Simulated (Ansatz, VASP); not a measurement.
# Cr (Chromium): VASP beside Ansatz

Wanted: the spread between two codes on one cell, functional and k mesh. The cell comes out of the VASP series on this material, whose earlier steps may have relaxed, scaled or displaced it; both programs get it as it stands.

Program: Ansatz 0.2.0. Level of theory: plane waves, with VASP 6.6.1 beside it; relaxation of cell and atoms at r2SCAN and relaxation of cell and atoms at PBE. Results are calculated unless marked as measured.

## (1) Starting point

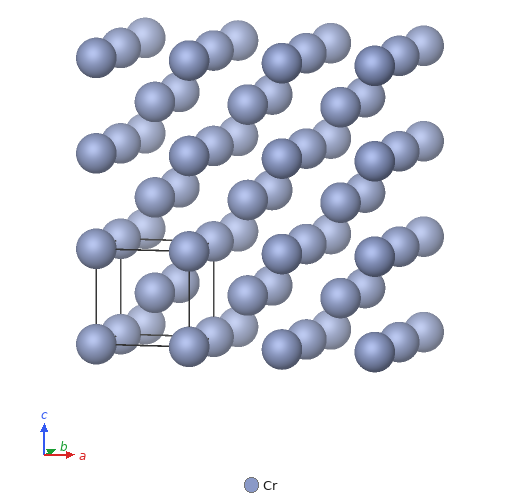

The cell as given, slightly off an axis (chromium light blue). 3×2×3 cells are drawn. This picture shows the conventional cell, with its axes. Some periodic images of atoms are drawn too.

## (2) Ansatz: relaxation of cell and atoms, r2SCAN

Ansatz runs on its default PAW (the set named soft_2) files.

The relaxed volume is the usual yardstick between codes: its relative difference is about their pressure difference at one cell divided by the bulk modulus.

Contents of input.yaml:

```yaml
crystal:
  lattice:
    - [-1.4157800641, 1.4157800641, 1.4157800641]
    - [1.4157800641, -1.4157800641, 1.4157800641]
    - [1.4157800641, 1.4157800641, -1.4157800641]
  atoms:
    - { symbol: Cr, position: [0.0, 0.0, 0.0], spin: 3.0 }
hamiltonian:
  xc: r2scan
  pseudopotentials: { kind: paw }
magnetization:
  spin_polarized: true
kpoints:
  mp_grid: { grid: [24, 24, 24] }
scf:
  occupations: { method: methfessel_paxton, width: 0.15 }
relax:
  f_tol: 0.01
  max_steps: 60
  cell: { stress_tol: 0.05 }
output:
  forces: true
  stress: true
  write_density: true
  write_potential: true
  elf: true
  volumetric_format: npy
```

Command:

```console
ansatz run input.yaml --threads 4 --pin off --max-ram 9216MiB --backend cpu --events-out ev --progress --plain --runs-dir out
```

Numbers of over 12 decimals in the logs are rounded to 6 here.

Log:

```text
Engine: ansatz 0.2.0, aarch64-unknown-linux-gnu
Pseudopotentials: kind: paw
Pseudopotential: Cr, paw, valence charge 14, recommended cutoff 500 eV (meta_gga), Cr.paw.azcp
Functional definition: r2SCAN
  parameter k0 = 0.174
  parameter k1 = 0.065
  parameter a1 = 4.9479
  exchange = r2scan_x(k0 = k0, k1 = k1, a1 = a1)
  correlation = r2scan_c
Crystal: 1 atoms, lattice volume = 11.351 Å³
Basis set: ecut = 500 eV, 321 PW (Γ), exchange–correlation on 72×72×72 points (64 copies of the dense FFT grid, shifted against one another)
Bands: 13, of which v1, the nominal top of the filled ones, is band 7 counted from 1 (6 counted from 0)
Symmetry: 48 space group operations
Space group: Im-3m (ITA 229), of the structure as read, at distance tolerance 2.2e-5 Å
Magnetic group: BNS 229.140 (UNI 1642), of the structure as read, at distance tolerance 2.2e-5 Å
k-points: 413 of 13824
Non-local potential: Cr, projectors of the file, l = 0: 3, l = 1: 2, l = 2: 3, l = 3: 1
PAW form: soft (Blöchl's): semilocal exchange-correlation on the pseudo side does not see the compensation charge
PAW frozen core: Cr, regenerated for the run's functional (the file was generated under x = pbe(κ = 0.804, μ = 0.219515), c = pbe(β = 0.066725))
PAW one-centre angular grid: Cr, 590 points (default); XC on 160 Gauss nodes
Initial density: superposition of atomic densities (chi_scale 0.1, normalization cell)
Starting moments: Σ|m| = 3 μB on 1 of 1 site
Initial wavefunctions: pseudopotential atomic-orbital guess
Functional: x = r2scan, c = r2scan; τ floored in thin density (d = 2e-4 eV/Å³)
SCF iter   1: F=—  HF=-3382.335212 eV  |F-HF|=—  |Δ(HF+E_count)|=         —  Δρ=1.80e-1 (↑1.80e-1 ↓6.31e-2)  dr2=3.84e0  dr2_τ=3.72e-2  dr2_m=8.29e-1  M=1.806 μB ∫|m|=1.806 μB  β_m=0.75  ethr=3.10e-3  ⟨swp⟩=4.5  Hψ=51612  notcnv=0
Mixer restart at iter 1: flushing history
preconditioner: auto → none  [metal: Δε(μ)=0.004 eV  Ē_g=13.268 eV  σ=0.150 eV  W_gap=0.01  n_scr=0 (ndim 8)  ℏωp=27.0 eV  f_vac=0.000  D(μ)=1.67/eV (n_scr^D=18)]
SCF iter   2: F=—  HF=-3381.216462 eV  |F-HF|=—  |Δ(HF+E_count)|=    1.12e0  Δρ=3.80e-2 (↑3.80e-2 ↓2.69e-2)  dr2=2.78e-1  dr2_τ=8.91e-3  dr2_m=3.76e-2  M=1.727 μB ∫|m|=1.727 μB  β_m=1.00  ethr=3.10e-3  ⟨swp⟩=2.0  Hψ=26797  notcnv=0  defer=884  κ⁻¹=1.0e0(r=1)
SCF iter   3: F=—  HF=-3384.015061 eV  |F-HF|=—  |Δ(HF+E_count)|=         —  Δρ=1.84e-1 (↑1.84e-1 ↓1.53e-1)  dr2=2.16e-1  dr2_τ=9.47e-2  dr2_m=2.90e0  M=-0.000 μB ∫|m|=0.073 μB  β_m=1.00  ethr=1.98e-3  ⟨swp⟩=2.4  Hψ=18078  notcnv=0  defer=863
Mixer restart at iter 3: flushing history
SCF iter   4: F=—  HF=-3382.601316 eV  |F-HF|=—  |Δ(HF+E_count)|=    1.41e0  Δρ=3.59e-2 (↑3.59e-2 ↓3.51e-2)  dr2=4.03e-1  dr2_τ=3.25e-3  dr2_m=7.46e-4  M=0.023 μB ∫|m|=0.041 μB  β_m=0.30  ethr=3.57e-4  ⟨swp⟩=2.4  Hψ=21851  notcnv=0  defer=923
SCF iter   5: F=—  HF=-3382.453775 eV  |F-HF|=—  |Δ(HF+E_count)|=   1.48e-1  Δρ=5.67e-3 (↑4.90e-3 ↓5.67e-3)  dr2=8.03e-3  dr2_τ=1.00e-3  dr2_m=4.59e-4  M=0.017 μB ∫|m|=0.034 μB  β_m=0.30  ethr=3.57e-4  ⟨swp⟩=2.1  Hψ=23499  notcnv=0  defer=726  κ⁻¹=1.0e0(r=1)
SCF iter   6: F=—  HF=-3382.454795 eV  |F-HF|=—  |Δ(HF+E_count)|=   1.02e-3  Δρ=2.30e-3 (↑1.23e-3 ↓2.30e-3)  dr2=1.18e-4  dr2_τ=2.45e-5  dr2_m=3.02e-4  M=0.013 μB ∫|m|=0.027 μB  β_m=1.00  ethr=5.74e-5  ⟨swp⟩=2.3  Hψ=17877  notcnv=0  defer=682  κ⁻¹=3.7e-3(r=2)
SCF iter   7: F=—  HF=-3382.455674 eV  |F-HF|=—  |Δ(HF+E_count)|=   8.79e-4  Δρ=1.13e-3 (↑5.84e-4 ↓1.13e-3)  dr2=2.72e-5  dr2_τ=2.68e-6  dr2_m=6.57e-5  M=0.009 μB ∫|m|=0.015 μB  β_m=0.66  ethr=8.40e-7  ⟨swp⟩=2.0  Hψ=16569  notcnv=0  defer=706  κ⁻¹=4.9e-4(r=3)
SCF iter   8: F=—  HF=-3382.452346 eV  |F-HF|=—  |Δ(HF+E_count)|=         —  Δρ=4.91e-4 (↑4.91e-4 ↓2.75e-4)  dr2=1.46e-5  dr2_τ=5.58e-7  dr2_m=8.84e-6  M=0.007 μB ∫|m|=0.010 μB  β_m=1.11  ethr=1.94e-7  ⟨swp⟩=2.0  Hψ=16653  notcnv=0  defer=714
Mixer restart at iter 8: flushing history
iteration 8: the input's own smearing fills from here on; a Gaussian of 0.15 eV has filled iterations ahead of it
SCF iter   9: F=—  HF=-3382.452434 eV  |F-HF|=—  |Δ(HF+E_count)|=   8.81e-5  S|Δr|=    0.00e0  Δρ=2.54e-4 (↑1.53e-4 ↓2.54e-4)  dr2=2.80e-6  dr2_τ=2.02e-7  dr2_m=2.24e-6  M=0.006 μB ∫|m|=0.008 μB  β_m=1.20  ethr=1.04e-7  ⟨swp⟩=2.3  Hψ=15317  notcnv=0  defer=714  κ⁻¹=1.0e0(r=1)
SCF iter  10: F=—  HF=-3382.452497 eV  |F-HF|=—  |Δ(HF+E_count)|=   6.29e-5  S|Δr|=    0.00e0  Δρ=1.93e-4 (↑1.00e-4 ↓1.93e-4)  dr2=1.66e-6  dr2_τ=1.29e-7  dr2_m=1.19e-6  M=0.005 μB ∫|m|=0.007 μB  β_m=1.20  ethr=2.00e-8  ⟨swp⟩=2.2  Hψ=14612  notcnv=0  defer=714  κ⁻¹=2.0e-2(r=2)
SCF iter  11: F=—  HF=-3382.452598 eV  |F-HF|=—  |Δ(HF+E_count)|=   1.01e-4  S|Δr|=    0.00e0  Δρ=4.13e-5 (↑3.92e-5 ↓4.13e-5)  dr2=9.35e-9  dr2_τ=5.95e-9  dr2_m=1.63e-7  M=0.002 μB ∫|m|=0.002 μB  β_m=1.20  ethr=7.14e-10  ⟨swp⟩=5.0  Hψ=49941  notcnv=0  κ⁻¹=2.8e-3(r=3)
SCF iter  12: F=—  HF=-3382.452604 eV  |F-HF|=—  |Δ(HF+E_count)|=   6.58e-6  S|Δr|=    0.00e0  Δρ=3.46e-5 (↑3.46e-5 ↓2.08e-5)  dr2=3.55e-8  dr2_τ=2.73e-9  dr2_m=6.79e-8  M=0.001 μB ∫|m|=0.002 μB  β_m=1.20  ethr=6.68e-11  ⟨swp⟩=6.7  Hψ=45076  notcnv=0  κ⁻¹=3.3e-4(r=4)
[...]
iter 18 did not close the SCF: its close was put off for a magnetic moment that had not settled (scf_convergence_deferred on its scf_iter line)
SCF iter  18: F=-3382.452608 eV  HF=-3382.452608 eV  |F-HF|=8.79e-10  |Δ(HF+E_count)|=   1.05e-9  S|Δr|=    0.00e0  Δρ=4.72e-7 (↑4.72e-7 ↓4.10e-7)  dr2=8.85e-13  dr2_τ=5.12e-13  dr2_m=1.98e-11  M=0.000 μB ∫|m|=0.000 μB  β_m=1.20  ethr=1.00e-12  ⟨swp⟩=3.0  Hψ=38180  notcnv=0  κ⁻¹=2.3e-7(r=8)
SCF iter  19: F=-3382.452608 eV  HF=-3382.452608 eV  |F-HF|=9.09e-12  |Δ(HF+E_count)|=   1.21e-9  S|Δr|=    0.00e0  Δρ=7.36e-8 (↑3.51e-8 ↓7.36e-8)  dr2=2.58e-13  dr2_τ=1.42e-14  dr2_m=1.91e-13  M=-0.000 μB ∫|m|=0.000 μB  ethr=1.00e-12  ⟨swp⟩=3.0  Hψ=38041  notcnv=0
WARN: the starting moments were not kept: the SCF closed with an absolute magnetisation of 1.4e-6 μB, where they sum to 3 μB in size (1 site). That is at most 0.1 of that sum. Measured as dr2_m measures the in/out step, that magnetisation stands 2.5e-12 eV from none, at or under the dr2_threshold of 1.0e-7 eV: it is no larger than a step whose dr2_m would equal this threshold. The system may hold no moment; this SCF  [...]
SCF 1 converged in 19 iterations: F = -3382.452608 eV  dr2 = 2.58e-13
  greatest PAW one-centre occupation: 1.000 electrons in one spin orbital (limit 2), on the Cr atom at site 0 (counted from 0), in its partial waves of l = 0
relax step   1: F+E_penalty+E_count = -3382.45260829 eV  Δ(F+E_penalty+E_count) = +0.000e0 eV  max|allowed force component| = 0.000e0 eV/Å  Δτ_max = 0.0000 Å  P = -0.666 GPa  Ω = 11.351 Å³  (19 SCF iters, dr2 threshold 1.00e-7 eV, accepted)
[...]
relax step   2: F+E_penalty+E_count = -3382.45267706 eV  Δ(F+E_penalty+E_count) = -6.877e-5 eV  max|allowed force component| = 0.000e0 eV/Å  Δτ_max = 0.0000 Å  P = -0.121 GPa  Ω = 11.329 Å³  energy of the carried Pulay correction = +1.404e-5 eV  (9 SCF iters, dr2 threshold 1.00e-7 eV, accepted)
[...]
relax step   3: F+E_penalty+E_count = -3382.45268206 eV  Δ(F+E_penalty+E_count) = -4.999e-6 eV  max|allowed force component| = 0.000e0 eV/Å  Δτ_max = 0.0000 Å  P = +0.000 GPa  Ω = 11.324 Å³  energy of the carried Pulay correction = +1.717e-5 eV  (7 SCF iters, dr2 threshold 3.69e-8 eV, accepted)
[...]
relax step   4: F+E_penalty+E_count = -3382.45266608 eV  Δ(F+E_penalty+E_count) = +1.598e-5 eV  max|allowed force component| = 0.000e0 eV/Å  Δτ_max = 0.0000 Å  P = +0.000 GPa  Ω = 11.324 Å³  stress off target by 2.59e-4 GPa  SCF on the basis re-selected at this cell (its energy is not comparable with the rows above)  (6 SCF iters)
basis re-selected at this cell: Δ(F+E_penalty+E_count) = +1.598e-5 eV, ΔP = -0.000 GPa vs the last step (what re-selecting the basis moved, of the pressure what is left beyond the Pulay correction that the steps carried, after the strain that the cell walked since its last selection, with what the two solves' SCF thresholds leave and, on support functions, any second-order correction that the steps lacked; it is no measure of the basis error at this ecutwfc). This SCF's stress stands 2.59e-4 GPa from its target on what of the cell is left free (relax.cell.stress_tol is 5.00e-2 GPa) and its largest allowed force component is 0.00e0 eV/Å (relax.f_tol is 1.00e-2 eV/Å): [rest of the remark cut]
SCF converged after 6 iterations
Stability not checked: this state was not tested for a lower state beside it, because cold or Methfessel-Paxton smearing, or corrected tetrahedra, fill the levels in a way that the test cannot read (fill_not_monotonic; see scf.lower_state_search)
Magnetization: 0.0000 μB (7.0000 up, 7.0000 down)
Absolute magnetization: 0.0000 μB (∫|ρ↑−ρ↓|, with the PAW one-centre terms)
Spin contamination: 0.0000 ħ² per cell (⟨S²⟩ above its minimum at these occupations)
Per-site moments (μB) at R_I (Å): [(7.635036195276076e-7, 1.010725)]
Free energy (F): -3382.452666 eV
Harris-Foulkes:  -3382.452666 eV  (|F-HF|=9.09e-13)
Internal energy: -3382.452406 eV  (E = F + TS)
E sigma→0 (E₀):  -3382.452601 eV
Entropy (-TS):   -0.000260 eV (-0.260 meV/atom)
Fermi energy:    19.822404 eV
--- Per-component energies (eV) ---
  E_band       = -156.295673
  E_kinetic    = 343.987442
  E_local      = -1154.546803  (includes V_loc(G=0)·N_el)
  E_nonlocal   = 78.432421
  E_hartree    = 505.379300
  E_xc         = -138.294582
  E_vxc        = -201.237422  (∫ρ·V_xc dr)
  E_paw        = -1202.000824  (= ΣΔE_a)
  E_vpaw       = -246.372660  (= ΣTr[D̂ρ^β])
  E_aug_tail   = 0.000233  (compensation charges beyond the density's cutoff)
  E_vtau       = 12.682517  (kinetic-family band-sum trace: ∫τ·v_τ [+ j·A + Jᵃ·Aᵃ] dr)
  E_ewald      = -1815.137267
  E_core_change = -0.272327  (= ΣΔE_core)
  E_smearing   = -0.000260  (= −TS)
  E_closure    = -0.000000  (closes the sum)
  Σ components = -3382.452666   (vs F -3382.452666, Δ=0.00e0)
--- Forces (eV/Å), atoms counted from 1 ---
  atom   1  Cr    -0.00000000     0.00000000    -0.00000000
  max |Σ_I F_I| component: 8.01e-32 eV/Å
--- Stress (GPa, compression-positive) ---
        0.000259      -0.000000      -0.000000
       -0.000000       0.000259      -0.000000
        0.000000      -0.000000       0.000259
  P = ⅓ Tr σ = 0.0003 GPa (0.003 kbar)
--- Band table (eV; the first three rows and the last of 826) ---
  k-point 0 ↑: bands = [... 3 lower, -24.4801, 11.3036, 18.7895, 18.7895, 18.7895, 21.2303, 21.2303, 43.1212, ... 2 higher]
  k-point 1 ↑: bands = [... 3 lower, -24.4802, 11.3853, 18.7572, 18.7844, 18.8449, 21.1923, 21.2324, 42.9137, ... 2 higher]
  k-point 2 ↑: bands = [... 3 lower, -24.4805, 11.6267, 18.6633, 18.7644, 19.0090, 21.0916, 21.2391, 42.3275, ... 2 higher]
  k-point 412 ↓: bands = [... 3 lower, -25.1786, 15.2511, 15.2511, 22.3595, 22.3595, 22.3595, 31.0013, 31.0013, ... 2 higher]
--- Relaxed structure (3 steps of the walk, 3 accepted, 1 SCFs on fresh bases) ---
  F+E_penalty+E_count = -3382.45266608 eV   max|allowed force component| = 0.000e0 eV/Å   (the final SCF, on the basis selected at the relaxed cell)
  cell:  # Å, volume = 11.3241 Å³
    - [-1.414648, 1.414648, 1.414648]
    - [1.414648, -1.414648, 1.414648]
    - [1.414648, 1.414648, -1.414648]
  atoms:
    - { symbol: Cr, position: [0.0, 0.0, 0.0] }
```

The job ended after 29 s (4 threads of Arm Neoverse V1, shared host; peak memory 0.51 GiB).

(Part 1 of 2 ends here.)

[Lines on the potential files, build, host, timing and source positions are cut from VASP's logs without a mark.]

[Logs are printed without paths, hosts, clocks, repeated set-up lines and the standing remarks that a program may print on its own settings, such as how far it seeks lower states.]

[Hosts, paths, dates, database ids (printed as entryN), source tags and the programs' standing remarks are cut or masked in the printed files.]
